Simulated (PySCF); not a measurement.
Vertical excitations of a molecule H₇NO₂Si₂ from TDDFT-PBE/def2-SVPD in PySCF, as energy in eV (oscillator strength): 5.60 (0.099), 6.02 (0.019), 6.25 (0.047), 6.72 (0.010), 6.84 (0.021), 6.89 (0.002), 7.04 (0.159), 7.14 (0.005), 7.18 (0.011), 7.19 (0.019). Lowest triplet (TDA): 5.36 eV. Geometry: r2SCAN-D4/def2-SVP. Other conformers were not sampled.

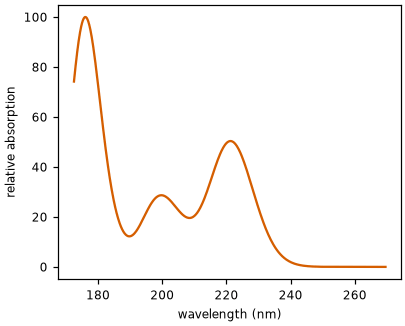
The lines broadened by 0.4 eV.

**Question.** Which structure fits?
A) N[Si@H](O)O[SiH3]
B) N[Si](O)(O)[SiH3]
C) O[SiH](O)N[SiH3]
D) N[SiH2][SiH](O)O

**Answer.** B, N[Si](O)(O)[SiH3]
